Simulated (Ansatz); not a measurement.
# Ge2H4: the cost of one run

The runs use Ansatz 0.2.0, Gaussian basis; cc-pVTZ, core rule «outside noble gas», up to 28 orbitals frozen.

Plan: UHF; CCSD(T) on ROHF; CCSD(T) on UHF; BCCD(T) on ROHF; CCSDT(Q) on ROHF; CCSDT(Q) on UHF; CASSCF and NEVPT2, 12 electrons in 12 orbitals.

6 further runs of the same task are left out: 6 set aside as unsound or not needed.

**1. The system**

The geometry is a PBE0/def2-TZVP stationary point (not a proven minimum) of the parent state, kept for this charge and spin. No spin-orbit coupling is included. The filled d shell of Ge may be among the frozen orbitals whatever the setting's name suggests; the logs give the count.

6 atoms, charge 0, spin multiplicity 5.

Atoms are counted from 1 here; the program's logs count them from 0.

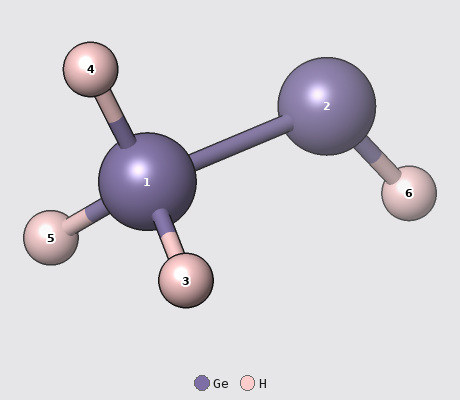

The geometry (germanium purple, hydrogen pink); atoms are numbered from 1 in the order of the file.

**2. UHF**

Contents of in.yaml:

```yaml
crystal:
  periodic: [false, false, false]
  atoms:
    - {symbol: Ge, position_ang: [0.000000, -0.022865, 1.190258]}
    - {symbol: Ge, position_ang: [0.000000, 0.040906, -1.232137]}
    - {symbol: H, position_ang: [1.255509, -0.742092, 1.716378]}
    - {symbol: H, position_ang: [0.000000, 1.432623, 1.676692]}
    - {symbol: H, position_ang: [-1.255509, -0.742092, 1.716378]}
    - {symbol: H, position_ang: [0.000000, -1.248594, -2.091358]}
basis:
  gaussian: {orbitals: cc-pVTZ}
magnetization: {spin_polarized: true, initial_magnetization: 4}
hamiltonian: {xc: hf}
output: {orbitals: {seedname: orbitals}}
```

Started as:

```console
ansatz run in.yaml --threads 1 --pin off --events-out ev --progress --plain --max-ram 4096MiB --backend cpu
```

What time and memory should one allow on 1 thread of AMD EPYC 7R13, shared host?

About 16 s, with a peak of 0.44 GiB.
